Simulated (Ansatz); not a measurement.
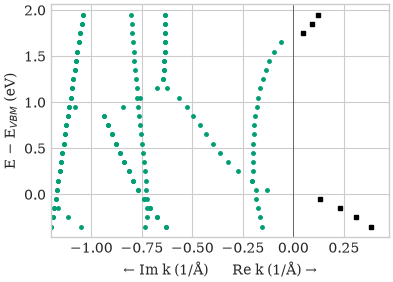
Figure. Complex bands at the centre of the two-dimensional zone; Ansatz (a program for electronic structure) with r2SCAN

The gap is the functional's own, uncorrected, and κ follows it; spin-orbit coupling is left out. Mid-gap means the computed energy nearest the middle.

Problem. This is SnO2 (P4_2/mnm, rutile, 6 atoms a cell, 12.1 Å³ an atom) along the normal of (100). Read off the slowest decay at the centre of the two-dimensional zone at 0.85 eV, the computed energy nearest the middle of the gap.

Solution. κ ≈ 0.19 1/Å, a decay length 1/(2κ) of the density of 2.7 Å.
